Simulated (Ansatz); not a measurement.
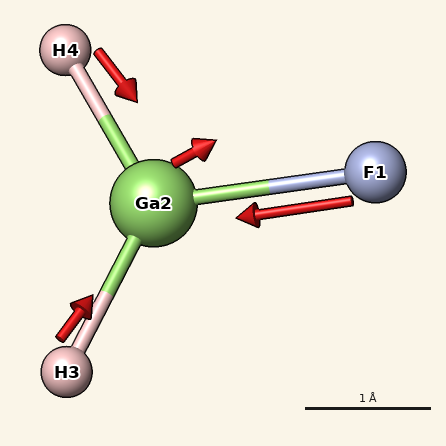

Arrows show the forces on the atoms, 0.5 Å of arrow for 1 eV/Å; forces under a tenth of the largest aren't drawn. Level of theory: r2SCAN-D4/def2-TZVPP (Ansatz 0.2.0).

**On which atom is the force largest, and how large is it?**

On F1: 1.97 eV/Å.

**Along which bond is the force strongest?**

F1–Ga2, now 1.851 Å: the forces pull its atoms together, so a first step downhill shortens it.

List the force components in the frame of the picture (x right, y up, z towards the viewer), in eV/Å.

```csv
atom,Fx,Fy,Fz
F1,−1.88,−0.28,−0.54
Ga2,0.70,0.38,0.33
H3,0.54,0.73,−0.34
H4,0.64,−0.83,0.54
```
